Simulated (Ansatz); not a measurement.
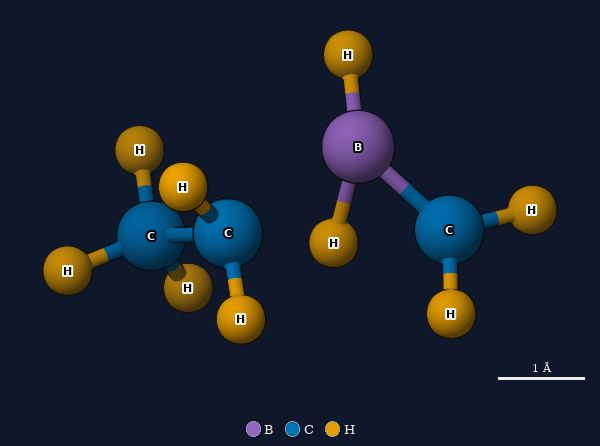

The starting structure (ball-and-stick view, seen at a tilt).

# C$_{3}$H$_{9}$B: geometry relaxation (part 1 of 2)

The run: geometry relaxation of C$_{3}$H$_{9}$B. Method and program: RKS revPBE/def2-SVP (Ansatz 0.2.0).

The input holds or restrains some coordinates. It belongs to a series of runs on one base structure; here: pulled along the bonds that form and break, towards end B.

Log:
```
The last accepted step is kept in [file] (removed where the run ends without a failure and the disk answers)
Engine: ansatz 0.2.0, x86_64-unknown-linux-gnu
Functional definition: revPBE
  parameter kappa = 1.245
  parameter beta = 0.06672455060314922
  exchange = pbe_x(kappa = kappa, mu = beta*pi^2/3)
  correlation = pbe_c(beta = beta)
1150 factors; their error is unknown
mean field evaluation 1: about -3915.6678 eV, gradient 6.6e1 eV
mean field evaluation 2: about -3900.5524 eV, gradient 9.5e1 eV
mean field evaluation 4: about -3927.1002 eV, gradient 8.3e0 eV
mean field evaluation 8: about -3927.2910 eV, gradient 1.8e-1 eV
mean field evaluation 16: about -3927.2437 eV, gradient 1.8e-4 eV
mean field -3927.24373431 eV, -144.3235452546 hartree, gradient 1.8e-5 eV, S^2 0.000000; 0 other end points of the search recorded, 0 dependent functions left out
the calculation of the forces begins
reference -3927.24377705 eV, -144.3235468252 hartree; 16, 16 occupied and 85, 85 virtual orbitals, 1150 factors
relax step   1: F+E_penalty+E_count = -3927.24373431 eV  Δ(F+E_penalty+E_count) = +0.000e0 eV  max|allowed force component| = 1.775e0 eV/Å  E_restraint = 32.14559203 eV  max|allowed force component, restraints' pulls added| = 3.526e1 eV/Å  Δτ_max = 0.0000 Å  (28 SCF iters, accepted)
  distance H 4 - C 1 = 1.4081 Å
  distance B 0 - C 1 = 1.8524 Å
  distance H 4 - C 3 = 1.4050 Å
these checks for a lower state are left out or cut short: starts, cluster_reference, orbital_swaps, neighbouring_geometries, increment
1150 factors; their error is unknown
mean field -3926.91601395 eV, -144.3115017532 hartree, gradient 2.5e-5 eV, S^2 0.000000; 0 other end points of the search recorded, 0 dependent functions left out
the calculation of the forces begins
reference -3926.91605756 eV, -144.3115033559 hartree; 16, 16 occupied and 85, 85 virtual orbitals, 1150 factors
relax step   2: F+E_penalty+E_count = -3926.91601395 eV  Δ(F+E_penalty+E_count) = +3.277e-1 eV  max|allowed force component| = 2.801e0 eV/Å  E_restraint = 15.82086518 eV  max|allowed force component, restraints' pulls added| = 2.301e1 eV/Å  Δτ_max = 0.1966 Å  (36 SCF iters, accepted)
  distance H 4 - C 1 = 1.3217 Å
  distance B 0 - C 1 = 2.1339 Å
  distance H 4 - C 3 = 1.7341 Å
these checks for a lower state are left out or cut short: starts, cluster_reference, orbital_swaps, neighbouring_geometries, increment
1150 factors; their error is unknown
mean field evaluation 32: about -3926.6151 eV, gradient 8.3e-5 eV
mean field -3926.61508093 eV, -144.3004426688 hartree, gradient 1.8e-5 eV, S^2 0.000000; 0 other end points of the search recorded, 0 dependent functions left out
the calculation of the forces begins
reference -3926.61512474 eV, -144.3004442788 hartree; 16, 16 occupied and 85, 85 virtual orbitals, 1150 factors
relax step   3: F+E_penalty+E_count = -3926.61508093 eV  Δ(F+E_penalty+E_count) = +3.009e-1 eV  max|allowed force component| = 3.081e0 eV/Å  E_restraint = 5.70787731 eV  max|allowed force component, restraints' pulls added| = 1.246e1 eV/Å  Δτ_max = 0.1949 Å  (36 SCF iters, accepted)
  distance H 4 - C 1 = 1.2132 Å
  distance B 0 - C 1 = 2.4102 Å
  distance H 4 - C 3 = 2.0235 Å
these checks for a lower state are left out or cut short: starts, cluster_reference, orbital_swaps, neighbouring_geometries, increment
1150 factors; their error is unknown
mean field -3926.69031292 eV, -144.3032073934 hartree, gradient 1.1e-5 eV, S^2 0.000000; 0 other end points of the search recorded, 0 dependent functions left out
the calculation of the forces begins
reference -3926.69035715 eV, -144.3032090189 hartree; 16, 16 occupied and 85, 85 virtual orbitals, 1150 factors
relax step   4: F+E_penalty+E_count = -3926.69031292 eV  Δ(F+E_penalty+E_count) = -7.523e-2 eV  max|allowed force component| = 3.115e0 eV/Å  E_restraint = 0.93606596 eV  max|allowed force component, restraints' pulls added| = 4.870e0 eV/Å  Δτ_max = 0.1949 Å  (36 SCF iters, accepted)
  distance H 4 - C 1 = 1.1152 Å
  distance B 0 - C 1 = 2.6882 Å
  distance H 4 - C 3 = 2.2454 Å
these checks for a lower state are left out or cut short: starts, cluster_reference, orbital_swaps, neighbouring_geometries, increment
1150 factors; their error is unknown
mean field -3927.55683664 eV, -144.3350515527 hartree, gradient 2.4e-5 eV, S^2 0.000000; 0 other end points of the search recorded, 0 dependent functions left out
the calculation of the forces begins
reference -3927.55688283 eV, -144.3350532503 hartree; 16, 16 occupied and 85, 85 virtual orbitals, 1150 factors
relax step   5: F+E_penalty+E_count = -3927.55683664 eV  Δ(F+E_penalty+E_count) = -8.665e-1 eV  max|allowed force component| = 1.383e0 eV/Å  E_restraint = 0.01522685 eV  max|allowed force component, restraints' pulls added| = 7.437e-1 eV/Å  Δτ_max = 0.1946 Å  (30 SCF iters, accepted)
  distance H 4 - C 1 = 1.0896 Å
  distance B 0 - C 1 = 2.8801 Å
  distance H 4 - C 3 = 2.3547 Å
these checks for a lower state are left out or cut short: starts, cluster_reference, orbital_swaps, neighbouring_geometries, increment
1150 factors; their error is unknown
mean field -3927.90180805 eV, -144.3477290183 hartree, gradient 7.4e-6 eV, S^2 0.000000; 0 other end points of the search recorded, 0 dependent functions left out
the calculation of the forces begins
reference -3927.90185492 eV, -144.3477307406 hartree; 16, 16 occupied and 85, 85 virtual orbitals, 1150 factors
relax step   6: F+E_penalty+E_count = -3927.90180805 eV  Δ(F+E_penalty+E_count) = -3.450e-1 eV  max|allowed force component| = 6.948e-1 eV/Å  E_restraint = 0.01355132 eV  max|allowed force component, restraints' pulls added| = 4.722e-1 eV/Å  Δτ_max = 0.1944 Å  (28 SCF iters, accepted)
  distance H 4 - C 1 = 1.0999 Å
  distance B 0 - C 1 = 2.8969 Å
  distance H 4 - C 3 = 2.3701 Å
these checks for a lower state are left out or cut short: starts, cluster_reference, orbital_swaps, neighbouring_geometries, increment
1150 factors; their error is unknown
mean field evaluation 64: about -3927.9881 eV, gradient 2.2e-5 eV
mean field -3927.98812519 eV, -144.3509011147 hartree, gradient 2.2e-5 eV, S^2 0.000000; 0 other end points of the search recorded, 0 dependent functions left out
the calculation of the forces begins
reference -3927.98817252 eV, -144.3509028542 hartree; 16, 16 occupied and 85, 85 virtual orbitals, 1150 factors
relax step   7: F+E_penalty+E_count = -3927.98812519 eV  Δ(F+E_penalty+E_count) = -8.632e-2 eV  max|allowed force component| = 6.187e-1 eV/Å  E_restraint = 0.01502635 eV  max|allowed force component, restraints' pulls added| = 3.047e-1 eV/Å  Δτ_max = 0.1998 Å  (27 SCF iters, accepted)
  distance H 4 - C 1 = 1.0999 Å
  distance B 0 - C 1 = 2.8999 Å
  distance H 4 - C 3 = 2.3803 Å
these checks for a lower state are left out or cut short: starts, cluster_reference, orbital_swaps, neighbouring_geometries, increment
1150 factors; their error is unknown
mean field -3927.99319152 eV, -144.3510872991 hartree, gradient 8.2e-6 eV, S^2 0.000000; 0 other end points of the search recorded, 0 dependent functions left out
the calculation of the forces begins
reference -3927.99323925 eV, -144.3510890529 hartree; 16, 16 occupied and 85, 85 virtual orbitals, 1150 factors
relax step   8: F+E_penalty+E_count = -3927.99319152 eV  Δ(F+E_penalty+E_count) = -5.066e-3 eV  max|allowed force component| = 7.029e-1 eV/Å  E_restraint = 0.01415408 eV  max|allowed force component, restraints' pulls added| = 2.936e-1 eV/Å  Δτ_max = 0.1999 Å  (28 SCF iters, accepted)
  distance H 4 - C 1 = 1.0985 Å
  distance B 0 - C 1 = 2.8946 Å
  distance H 4 - C 3 = 2.3801 Å
these checks for a lower state are left out or cut short: starts, cluster_reference, orbital_swaps, neighbouring_geometries, increment
1150 factors; their error is unknown
mean field -3927.99853715 eV, -144.3512837474 hartree, gradient 9.8e-6 eV, S^2 0.000000; 0 other end points of the search recorded, 0 dependent functions left out
the calculation of the forces begins
reference -3927.99858482 eV, -144.3512854992 hartree; 16, 16 occupied and 85, 85 virtual orbitals, 1150 factors
relax step   9: F+E_penalty+E_count = -3927.99853715 eV  Δ(F+E_penalty+E_count) = -5.346e-3 eV  max|allowed force component| = 6.589e-1 eV/Å  E_restraint = 0.01322539 eV  max|allowed force component, restraints' pulls added| = 3.614e-2 eV/Å  Δτ_max = 0.0319 Å  (30 SCF iters, accepted)
  distance H 4 - C 1 = 1.0978 Å
  distance B 0 - C 1 = 2.8987 Å
  distance H 4 - C 3 = 2.3802 Å
1150 factors; their error is unknown
mean field evaluation 96: about -3927.9985 eV, gradient 1.4e-4 eV
```

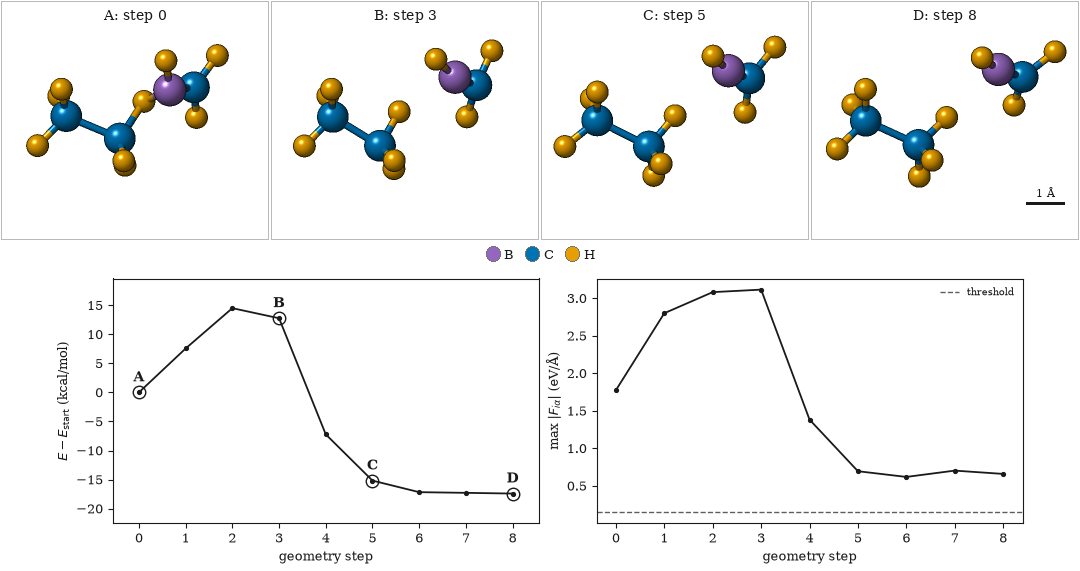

Frames of the restrained relaxation (ball-and-stick view, seen at a tilt) above the curves, on which the letters mark them (the first geometry is step 0 here and step 1 in the log).

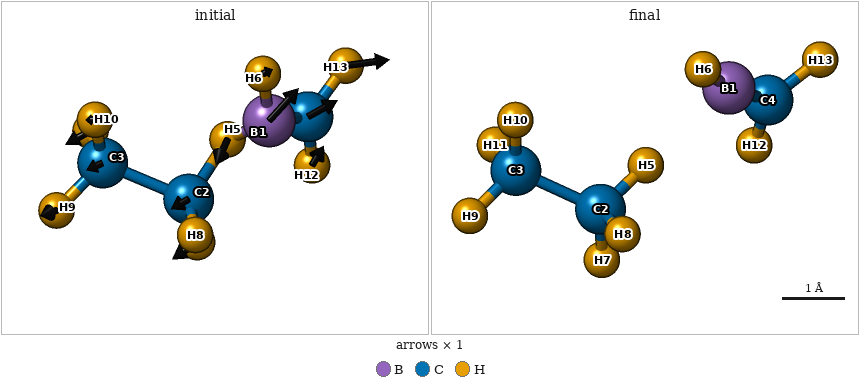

Before (left) and after (right) the restrained relaxation, at one scale (ball-and-stick view, seen at a tilt). The black arrows give the displacements, at true length. The atom that moves furthest after the best rigid fit is B1 (0.74 Å). By element the largest moves are B 0.74 Å, H 0.74 Å, C 0.57 Å. Among the contacts that change: B1–H5 1.236 → 1.928 Å, C2–H5 1.408 → 1.098 Å, B1–C4 1.450 → 1.401 Å, B1–H6 1.161 → 1.198 Å. New bonds form: C2–H5 (1.41 → 1.10 Å). Bonds break: B1–H5 (1.24 → 1.93 Å). Among the angles that change: C4–B1–H6 132.8° → 171.1°, H5–C2–H8 143.0° → 108.1°, H5–C2–H7 88.3° → 104.9°. The energy falls by 17.4 kcal/mol in 8 geometry steps. The largest force component goes from 1.8 to 0.66 eV/Å. (Atoms are counted from 1 in the order of the input.)

```
mean field -3927.99853715 eV, -144.3512837474 hartree, gradient 1.4e-5 eV, S^2 0.000000; 1 other end points of the search recorded, 0 dependent functions left out
the calculation of the forces begins
reference -3927.99858482 eV, -144.3512854992 hartree; 16, 16 occupied and 85, 85 virtual orbitals, 1150 factors
Total energy: -3927.99858482 eV, -144.3512854992 hartree
Atom 0 at    -0.586166     1.770101     0.421612 Å, force     0.000398    -0.039239     0.032170 eV/Å
Atom 1 at     0.756840    -0.782246     0.131451 Å, force     0.361198    -0.658887     0.249079 eV/Å
Atom 2 at    -0.223857    -1.952885     0.247510 Å, force    -0.004398     0.005633    -0.001295 eV/Å
Atom 3 at    -0.270632     2.377800    -0.800365 Å, force    -0.054438     0.262601    -0.089189 eV/Å
Atom 4 at     0.247195     0.139034    -0.179605 Å, force    -0.317902     0.423461    -0.164092 eV/Å
Atom 5 at    -0.954120     1.403507     1.501452 Å, force     0.008182     0.016062    -0.026367 eV/Å
Atom 6 at     1.530999    -0.957104    -0.645040 Å, force     0.000979     0.002790     0.002452 eV/Å
Atom 7 at     1.280730    -0.580064     1.087242 Å, force     0.014640    -0.000333    -0.003174 eV/Å
Atom 8 at     0.302468    -2.890589     0.521786 Å, force     0.002070    -0.008742    -0.004123 eV/Å
Atom 9 at    -0.993291    -1.768163     1.025437 Å, force    -0.002439     0.006938     0.000947 eV/Å
Atom 10 at    -0.756756    -2.135647    -0.708055 Å, force    -0.001390    -0.011680    -0.008030 eV/Å
Atom 11 at     0.354273     1.989127    -1.617058 Å, force    -0.005819    -0.002219     0.010146 eV/Å
Atom 12 at    -0.687683     3.387131    -0.986367 Å, force    -0.001080     0.003615     0.001476 eV/Å
Dipole moment:     0.040540    -0.185008     0.051208 e Å
```
